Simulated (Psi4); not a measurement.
# doublet HS: levels of theory compared

We compute a comparison of 6 runs (UHF/STO-3G, UHF/3-21G, UB3LYP/6-31G*, UDSD-PBEP86/aug-cc-pVTZ, UMP3/aug-cc-pVTZ) of doublet HS. 

The calculation is run with Psi4 1.11.

## Step 1: Starting point

The species is HS (2 atoms), meant as a doublet with charge 0. SMILES of the parent species: `[SH-]`. The shape is that of a PBE0-D4/def2-TZVPD optimisation. That shape belongs to the parent species and isn't relaxed for this state.

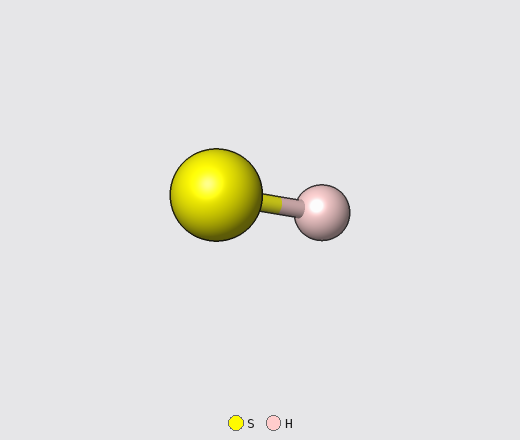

Viewed from a chosen angle; sulfur yellow, hydrogen pink.

## Step 2: The energy at UHF/STO-3G (run 1)

calc.py reads:

```python
import psi4

psi4.set_memory('1600 MB')
psi4.set_num_threads(1)
psi4.set_output_file('run.log', False)

molecule = psi4.geometry("""
0 2
S      0.574700    -0.187900     0.295500
H     -0.574700     0.187900    -0.295500
units angstrom
symmetry c1
""")

options = {'basis': 'STO-3G', 'reference': 'uhf', 'puream': True, 'e_convergence': 1e-09, 'd_convergence': 1e-08, 'scf_type': 'pk', 'maxiter': 200}
psi4.set_options(options)

energy_value, wavefunction = psi4.energy('hf', return_wfn=True)
psi4.oeprop(wavefunction, 'QUADRUPOLE', 'WIBERG_LOWDIN_INDICES', 'LOWDIN_CHARGES', title='HF')
print('E =', round(energy_value, 9))
```

Run with:

```bash
$ python calc.py
```

run.log:

```text
[...]
  Running in c1 symmetry.
[...]
  Nuclear repulsion =    6.290522543643841
[...]
  Multiplicity = 2
[...]
  Nalpha       = 9
  Nbeta        = 8
[...]
    Number of basis functions: 10
[...]
   @UHF iter   1:  -393.69483546093602   -6.55454e-01   1.15942e-02 DIIS/ADIIS
[...]
   @UHF iter   9:  -393.71022868030332   -2.84217e-13   1.75384e-10 DIIS
[...]
   @S^2 Observed:                7.528910542E-01
[...]
  @UHF Final Energy:  -393.71022868030332
   => Energetics <=
    Nuclear Repulsion Energy =              6.2905225436438412
    One-Electron Energy =                -560.5752661512376562
    Two-Electron Energy =                 160.5745149272904655
    Total Energy =                       -393.7102286803033167
  UHF NO Occupations:
  HONO-2 :    7  A 2.0000000
  HONO-1 :    8  A 1.9985534
[...]
 Multipole Moments:
 ------------------------------------------------------------------------------------
     Multipole            Electronic (a.u.)      Nuclear  (a.u.)        Total (a.u.)
 ------------------------------------------------------------------------------------
 L = 1.  Multiply by 2.5417464519 to convert [e a0] to [Debye]
 Dipole X            :          0.0000000            0.0000000            0.0000000
 Dipole Y            :          0.0000000           -0.0000000            0.0000000
 Dipole Z            :          0.9544259           -1.2221584           -0.2677325
 Magnitude           :                                                    0.2677325
 L = 2.  Multiply by 1.3450342976 to convert [e a0^2] to [Debye ang]
 Quadrupole XX       :         -7.8726692            0.0000000           -7.8726692
 Quadrupole XY       :          0.3196568           -0.0000000            0.3196568
[...]
```

On the terminal:

```text
E = -393.71022868
```

It took 1.1 s on 1 thread of Intel Xeon 6975P-C (Granite Rapids), shared host; peak memory 0.18 GiB.

## Step 3: The energy at UHF/3-21G (run 2)

job.py reads:

```python
import psi4

psi4.set_memory('1600 MB')
psi4.set_num_threads(1)
psi4.set_output_file('hs.out', False)

geom = psi4.geometry("""
0 2
S      1.08602560    -0.35507954     0.55841407
H     -1.08602560     0.35507954    -0.55841407
units au
symmetry c1
no_reorient
no_com
""")

psi4.set_options({
    'reference': 'uhf',
    'puream': True,
    'e_convergence': 1e-09,
    'd_convergence': 1e-08,
    'scf_type': 'pk',
    'maxiter': 200,
})

e_tot, wfn = psi4.energy("scf/3-21G", return_wfn=True)
psi4.oeprop(wfn, "WIBERG_LOWDIN_INDICES", "MULLIKEN_CHARGES", "DIPOLE", title="SCF")
print('E =', round(e_tot, 9))
```

Run with:

```bash
$ python job.py
```

hs.out:

```text
[...]
  Running in c1 symmetry.
[...]
  Nuclear repulsion =    6.290522560549968
[...]
  Multiplicity = 2
[...]
  Nalpha       = 9
  Nbeta        = 8
[...]
    Number of basis functions: 15
[...]
   @UHF iter   1:  -396.10330395529826   -4.01865e-01   8.37924e-03 ADIIS/DIIS
[...]
   @UHF iter  11:  -396.11839318406339   -2.27374e-13   3.74464e-09 DIIS
[...]
   @S^2 Observed:                7.527792718E-01
[...]
  @UHF Final Energy:  -396.11839318406339
   => Energetics <=
    Nuclear Repulsion Energy =              6.2905225605499684
    One-Electron Energy =                -560.4171867116258454
    Two-Electron Energy =                 158.0082709670124359
    Total Energy =                       -396.1183931840633932
  UHF NO Occupations:
  HONO-2 :    7  A 1.9999149
  HONO-1 :    8  A 1.9987540
[...]
 Multipole Moments:
 ------------------------------------------------------------------------------------
     Multipole            Electronic (a.u.)      Nuclear  (a.u.)        Total (a.u.)
 ------------------------------------------------------------------------------------
 L = 1.  Multiply by 2.5417464519 to convert [e a0] to [Debye]
 Dipole X            :        -16.7386855           16.2903840           -0.4483015
 Dipole Y            :          5.4727667           -5.3261931            0.1465736
 Dipole Z            :         -8.6067193            8.3762111           -0.2305082
 Magnitude           :                                                    0.5249686
[...]
```

Standard output:

```text
E = -396.118393184
```

Run time: 1.7 s. Hardware: 1 thread of Intel Xeon 6975P-C (Granite Rapids), shared host; peak memory 0.18 GiB.

Runs 3 to 5 aren't shown in full; the table further down has their settings and results.

## Step 4: The energy at UMP3/aug-cc-pVTZ (run 6)

run_ase.py reads:

```python
import numpy as np
from ase.calculators.psi4 import Psi4
from ase import Atoms

a = Atoms(['S', 'H'], positions=[
    [0.574700, -0.187900, 0.295500],
    [-0.574700, 0.187900, -0.295500],
])
calc = Psi4(atoms=a, method='mp3', basis='aug-cc-pVTZ', memory='1600MB', num_threads=1, charge=0, multiplicity=2, label='hs', reference='uhf')
calc.psi4.set_options({'puream': True, 'e_convergence': 1e-09, 'd_convergence': 1e-08, 'scf_type': 'pk', 'num_frozen_docc': 5, 'maxiter': 200, 'mp_type': 'conv'})
a.calc = calc

print(f'energy: {a.get_potential_energy():.6f} eV')
```

Run with:

```bash
$ python run_ase.py
```

hs.dat:

```text
[...]
  Running in c1 symmetry.
[...]
  Nuclear repulsion =    6.290522543643842
[...]
  Multiplicity = 2
[...]
  Nalpha       = 9
  Nbeta        = 8
[...]
    Number of basis functions: 73
[...]
   @UHF iter   1:  -398.08602164865385   -4.47856e-01   2.22959e-03 ADIIS/DIIS
[...]
   @UHF iter  12:  -398.10587208478131   -1.15392e-11   6.76562e-09 DIIS
[...]
   @S^2 Observed:                7.640747651E-01
[...]
  @UHF Final Energy:  -398.10587208478131
   => Energetics <=
    Nuclear Repulsion Energy =              6.2905225436438421
    One-Electron Energy =                -562.6217258236509906
    Two-Electron Energy =                 158.2253311952257775
    Total Energy =                       -398.1058720847813674
  UHF NO Occupations:
  HONO-2 :    7  A 1.9994414
  HONO-1 :    8  A 1.9939092
[...]
 Multipole Moments:
 ------------------------------------------------------------------------------------
     Multipole            Electronic (a.u.)      Nuclear  (a.u.)        Total (a.u.)
 ------------------------------------------------------------------------------------
 L = 1.  Multiply by 2.5417464519 to convert [e a0] to [Debye]
 Dipole X            :          0.7550893           -1.0436726           -0.2885833
 Dipole Y            :         -0.2468789            0.3412321            0.0943532
 Dipole Z            :          0.3882528           -0.5366370           -0.1483841
 Magnitude           :                                                    0.3379359
[...]
	SCS-MP2 Total Energy (a.u.)        :  -398.26316319623061
	SOS-MP2 Total Energy (a.u.)        :  -398.26462143310425
[...]
	SOS-PI-MP2 Total Energy (a.u.)     :  -398.27683292143678
[...]
	MP2 Total Energy (a.u.)            :  -398.26024672248320
[...]
	SCS-MP3 Total Energy (a.u.)        :  -398.26876390566412
[...]
	MP3 Total Energy (a.u.)            :  -398.28264956021724
[...]
```

On the terminal:

```text
energy: -10837.822924 eV
```

Run time: 6.9 s. Hardware: 1 thread of Intel Xeon 6975P-C (Granite Rapids), shared host; peak memory 0.48 GiB.

## Step 5: The series

| run | level | integration grid | task | energy (Eh) | dipole moment (D) | HOMO energy (eV) | LUMO energy (eV) | wall time |
| --- | --- | --- | --- | --- | --- | --- | --- | --- |
| 1 | UHF/STO-3G | – | energy | -393.710229 | 0.68 | -6.61 | 5.97 | 1.1 s |
| 2 | UHF/3-21G | – | energy | -396.118393 | 1.33 | -10.30 | 0.03 | 1.7 s |
| 3 | UB3LYP/6-31G* (spherical functions) | 99 radial × 590 angular | energy | -398.736988 | 1.07 | -7.05 | -4.85 | 2.6 s |
| 4 | UB3LYP/6-31G* (Cartesian functions) | 99 radial × 590 angular | gradient | -398.739982 | 1.07 | -7.05 | -4.85 | 2.9 s |
| 5 | UDSD-PBEP86/aug-cc-pVTZ (density fitting for correlation) | 99 radial × 590 angular | energy | -398.457834 | – | -9.41 | -1.78 | 5.4 s |
| 6 | UMP3/aug-cc-pVTZ | – | energy | -398.282650 | – | -10.37 | -0.08 | 6.9 s |

## Step 6: Results

| quantity | value |
| --- | --- |
| run 6: total energy | -398.28265 Eh |
| run 6: HOMO energy (Hartree–Fock orbitals) (highest over α and β) | -10.37 eV |
| run 6: LUMO energy (Hartree–Fock orbitals) (lowest over α and β) | -0.08 eV |
| run 6: correlation energy (5 core orbitals frozen) | -176.8 mEh |
| run 6: ⟨S²⟩ of the reference determinant | 0.764 |

In words: Over runs 1, 2, 3, 4 the dipole moment (its size) runs from 0.68 D (UHF/STO-3G) to 1.33 D (UHF/3-21G). Totals of different functionals can't be ranked against each other. In run 1 the basis is minimal, so the values are rough. All runs together took 21 s, the longest 6.9 s.
